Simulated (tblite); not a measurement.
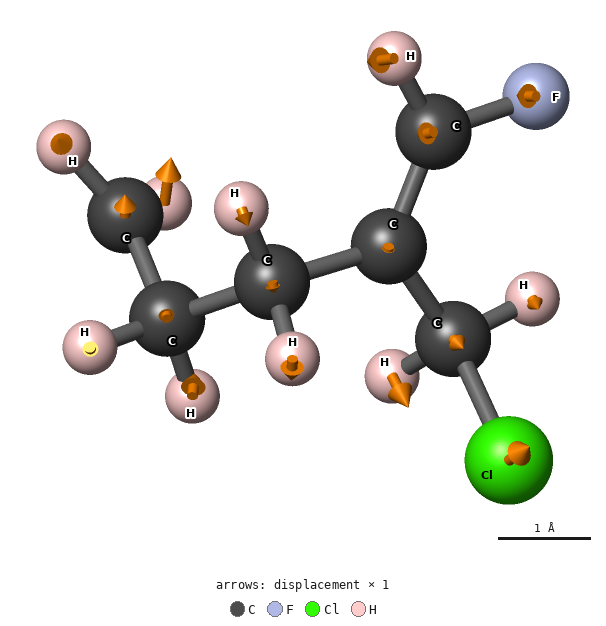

A relaxation of C6H9ClF (multiplicity 2). The starting structure is drawn; orange arrows show the displacements, at their true length. The two geometries are superimposed by the best rigid fit.

Style: ball-and-stick. Shown face on.

Method: GFN2-xTB geometry optimisation, gas phase (tblite 0.8.0). 

Question: What happened in the run?

Answer: After 101 geometry steps the energy has fallen by 12.3 kJ/mol. The largest move after the best rigid fit is that of an H atom, 0.60 Å. Largest moves by element: H 0.60 Å, Cl 0.49 Å, F 0.35 Å, C 0.30 Å. Some distances before and after: C–C 1.510 → 1.466 Å, C–C 1.525 → 1.565 Å, C–Cl 1.769 → 1.799 Å, C–C 1.353 → 1.327 Å. Among the angles between lasting bonds that change: H–C–H 104.7° → 108.9°, C–C–C 115.6° → 111.6°, C–C–H 111.2° → 107.6°. Groups turn about C–C by about 20°. The run took 0.54 s on 1 thread of Arm Neoverse V2, with other jobs on the host.
